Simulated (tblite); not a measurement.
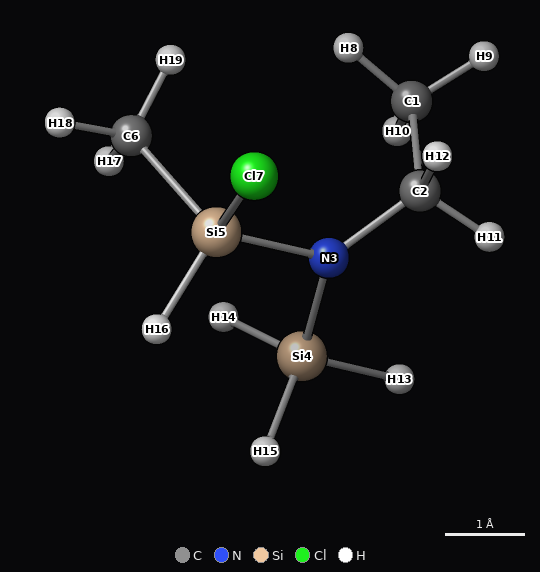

Starting structure of C3H12ClNSi2. Style: ball-and-stick. Shown at a tilt.

Computed with tblite, GFN2-xTB geometry optimisation, gas phase.

```xyz
19

C     1.6933   -0.1682    1.3093
C     1.5696    0.4157   -0.1097
N     0.2082    0.6106   -0.5654
Si   -0.7766    1.9454   -0.1219
Si   -0.8196   -0.5928   -1.2151
C    -1.5216   -1.7256    0.0557
Cl    0.2409   -1.7230   -2.5696
H     1.2521   -1.1604    1.3773
H     2.7442   -0.2539    1.5945
H     1.1907    0.4749    2.0540
H     2.1186    1.3620   -0.1314
H     2.1203   -0.2461   -0.7875
H     0.1138    2.9918    0.4286
H    -1.6960    1.5073    0.9603
H    -1.5165    2.4801   -1.2799
H    -1.9177    0.0094   -2.0101
H    -2.0945   -1.1761    0.8130
H    -2.1875   -2.4672   -0.3970
H    -0.7314   -2.2746    0.5874
```

**Where does the relaxation end?**

The atom that moves furthest after the best rigid fit is H15 (1.11 Å). By element the largest moves are H 1.11 Å, Cl 0.90 Å, C 0.34 Å, Si 0.27 Å, N 0.11 Å. Some distances before and after: Si5–C6 1.841 → 1.899 Å, Si5–Cl7 2.058 → 2.022 Å, N3–Si5 1.711 → 1.736 Å, N3–Si4 1.717 → 1.738 Å. Among the angles between lasting bonds that change: Si4–N3–Si5 107.5° → 122.0°, C2–N3–Si4 124.2° → 116.2°, N3–Si4–H15 111.5° → 106.0°. Groups turn about N3–Si4 by about 35°, N3–Si5 by about 30°. After 161 geometry steps the energy has fallen by 0.314 eV.

Final geometry:

```xyz
19

C     1.7776   -0.2317    1.1726
C     1.5461    0.5356   -0.1239
N     0.1389    0.6083   -0.4863
Si   -0.7490    1.9602    0.1493
Si   -0.6529   -0.7345   -1.2499
C    -1.8286   -1.6510   -0.0738
Cl    0.7515   -2.0340   -1.9024
H     1.4569   -1.2641    1.0548
H     2.8336   -0.2212    1.4316
H     1.2102    0.2209    1.9823
H     1.9276    1.5542   -0.0161
H     2.1017    0.0533   -0.9319
H     0.0068    3.1649   -0.1984
H    -0.8980    1.8757    1.6079
H    -2.0577    1.9189   -0.4936
H    -1.3474   -0.2331   -2.4370
H    -2.5840   -0.9728    0.3102
H    -2.3387   -2.4643   -0.5817
H    -1.3043   -2.0760    0.7789
```

After the run, drawn alike:

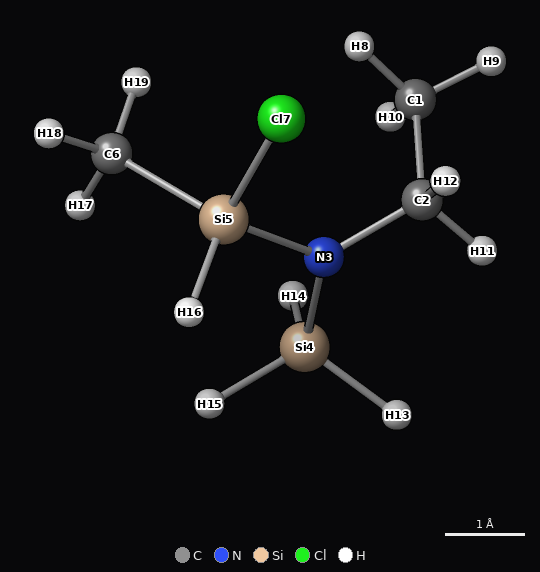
